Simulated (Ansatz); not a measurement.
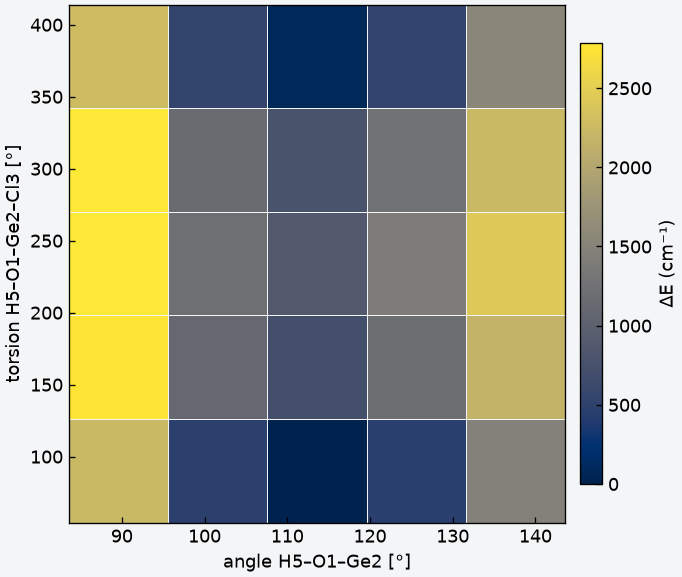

Energy landscape of Cl₂GeH₂O, SMILES [OH][GeH]([Cl])[Cl]. Two internal coordinates are moved rigidly from the geometry relaxed at PBE0-D4/def2-TZVP, all others fixed. The first coordinate is: angle H5–O1–Ge2; the second: torsion H5–O1–Ge2–Cl3. The scan uses a 5 × 5 grid. Points are written as (first, second). All energies are given in cm⁻¹ relative to the lowest grid point. Computed with RKS PBE-D4/def2-TZVPP in Ansatz 0.2.0.

In the figure: one coloured cell a grid point. 

Q: What does the map say about the system?

A: The lowest grid point is at (113.6°, 90°). The highest grid point, (89.6°, 306°), lies 2783 cm⁻¹ above the lowest.
